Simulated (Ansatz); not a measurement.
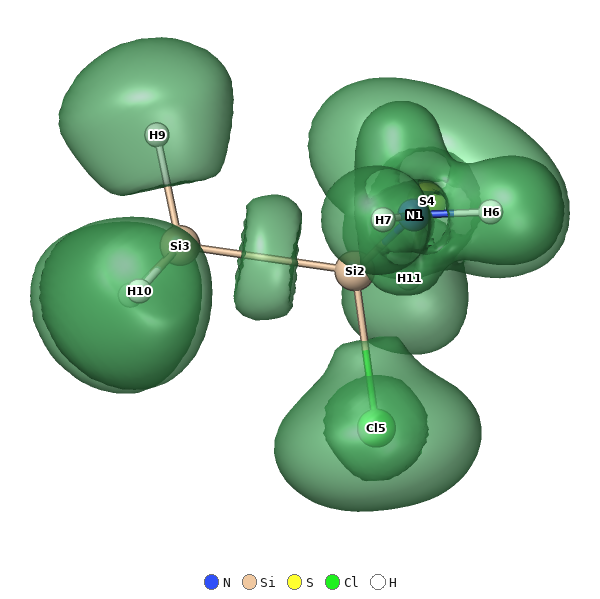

The picture shows: ClH6NSSi2. Isosurface of the ELF at 0.75 (green), seen from one side. Only the valence region is drawn (cores and ρ < 0.01 e/Å³ removed).

Level of theory: RKS PBE0-D4/6-31G* (Ansatz).

Input file:

```
crystal:
  periodic: [false, false, false]
  atoms:
    - { symbol: "N", position_ang: [-1.0214, 1.5729, -0.1324] }
    - { symbol: Si, position_ang: [-0.2088, 0.1912, -0.5034] }
    - { symbol: Si, position_ang: [1.3774, -0.407, 1.0328] }
    - { symbol: S, position_ang: [-1.6851, -1.258, -0.6379] }
    - { symbol: Cl, position_ang: [0.5978, 0.4029, -2.3889] }
    - { symbol: H, position_ang: [-1.5791, 1.9066, -0.9843] }
    - { symbol: H, position_ang: [-1.7624, 1.3959, 0.5446] }
    - { symbol: H, position_ang: [2.0531, -1.7045, 0.6782] }
    - { symbol: H, position_ang: [0.8139, -0.5314, 2.4457] }
    - { symbol: H, position_ang: [2.5061, 0.6007, 1.151] }
    - { symbol: H, position_ang: [-1.026, -2.2264, -1.1847] }
basis:
  gaussian: { orbitals: "6-31G*" }
hamiltonian:
  xc: pbe0
  dispersion: d4
relax:
  f_tol: 0.015
  max_steps: 40
output:
  orbitals: {}
```

Command:

```sh
ansatz run input.yaml --threads 2 --pin off --max-ram 3072MiB --backend cpu --events-out ev --progress --plain --runs-dir out
```

The fields are those of the run's last geometry, not of the input's.

Question: Identify the bonds, lone pairs and shells in this picture.

Answer: The ELF exceeds this value in one region between bonded Si–Si atoms (shared pairs), three regions around hydrogen nuclei, one region on Cl in which the atom's valence shell and bonds are merged, one joined region spread over several atoms (H, N), in which their bonds and any lone pairs are merged and one joined region spread over several atoms (H, S), in which their bonds and any lone pairs are merged. Along the contacts the grid gives the following. Si–N (1.71 Å): the ELF peaks at about 0.90 between the atoms, as expected for a polar covalent bond. Si–Cl (2.10 Å): the ELF peaks at about 0.90 between the atoms, as expected for a polar covalent bond.
